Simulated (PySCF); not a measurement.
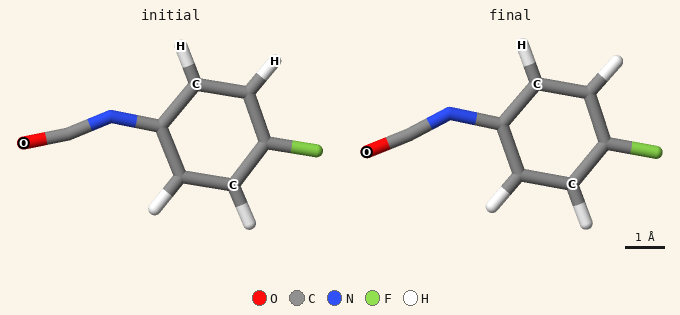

The structure of C7H4FNO before (left) and after (right) a relaxation, at one scale.

The picture is a stick view, seen face on.

The start comes from GFN2-xTB. Its atoms were then displaced at random by about 0.01 Å.

Theory: PBE0-D3(BJ)/def2-TZVP geometry optimisation, gas phase (PySCF). 

> Summarise the run.

After 7 geometry steps the energy has fallen by 15.5 kJ/mol. The largest move after the best rigid fit is that of the O atom, 0.25 Å. Largest moves by element: O 0.25 Å, H 0.09 Å, N 0.09 Å, C 0.06 Å, F 0.04 Å. Near-neighbour distances that change, for instance: C–N 1.321 → 1.388 Å, C–C 1.423 → 1.390 Å, C–H 1.068 → 1.083 Å, C–O 1.178 → 1.165 Å. Bond angles that change, for instance: C–N–C 146.1° → 140.1°, O–C–N 168.9° → 174.0°.
